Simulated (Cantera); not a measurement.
Charge: 1 mol Si₂Cl₆, 1.5 mol NH₃, 8.6 mol H₂, held at 0.0200 bar.

Equilibrium computed with Cantera from the NASA thermochemical tables; the gas is ideal and each condensed phase is pure. Candidate condensed phases: NH₄Cl, Si, Si₃N₄; 28 gas species. The feed counts by its element totals alone. The tables' values for SiCl₃, SiCl, SiN are old estimates; treat these amounts as uncertain. Gases not in the tables: Si₂H₆ and higher silanes. The numbers say what is thermodynamically allowed, not how fast it happens.

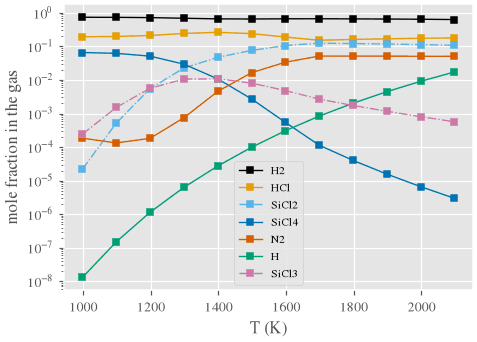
Figure: Equilibrium gas composition (values under 1e-9 drawn at 1e-9)

Problem. Read off the mole fractions at 1398 K.

Solution. H₂ about 0.66, HCl about 0.26, SiCl₂ about 0.047, SiCl₃ about 0.011, SiCl₄ about 0.011, N₂ about 0.0046, H about 2.7e-5.
